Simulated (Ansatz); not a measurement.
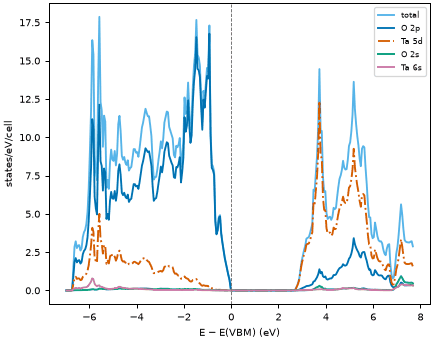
Figure: Total and projected density of states of Ta₂O₅ in space group Pbam (No. 55; Ta on 4g, O on 4h, O on 2a, O on 4g), the program Ansatz at the r²SCAN level (PAW)

**Question.** Which orbitals carry the states next to the gap?

**Answer.** Top 1 eV of the valence band: O 2p 97 %. Bottom 1 eV of the conduction band: Ta 5d 87 %, O 2p 9 %. Projections are on Löwdin-orthogonalised atomic valence shells; empty p or d shells of many metals are not among them.

**Question.** Where is the tallest occupied peak in this window, and what makes it?

**Answer.** Near -5.6 eV, about 18 states/eV per cell; the largest projected share is O 2p.

The workflow started from a Materials Project entry (that database holds measured and hypothetical structures alike); the Crystallography Open Database copy checked does not list it. COD files the formula under space group No. 49. Whether it is the stable phase at ambient conditions was not checked. The r²SCAN relaxation kept the symmetry of its start; whether a distortion lowers the energy is not shown. No spin polarisation was allowed. Spin–orbit coupling is left out wherever it is not named.

Potentials: the later of the program's two PAW sets.
